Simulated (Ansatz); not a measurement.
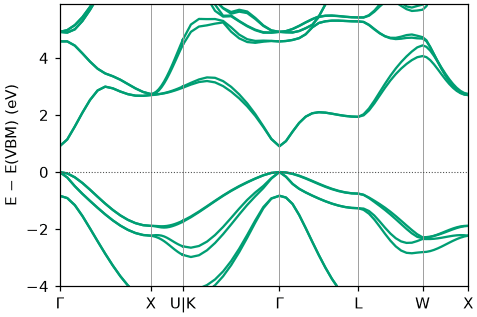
Fig. 1. Band structure from the program Ansatz at the r²SCAN with spin–orbit coupling level (PAW)

Read off the gap and where the band edges lie.

About 0.9 eV (0.90 eV by a search for the band edges); maximum at Γ, minimum at Γ.

The material is CdTe (zinc blende, space group No. 216).

Space group F-43m (zinc blende). Symmetry was held in the r²SCAN relaxation.

Potentials: the later of the program's two PAW sets.
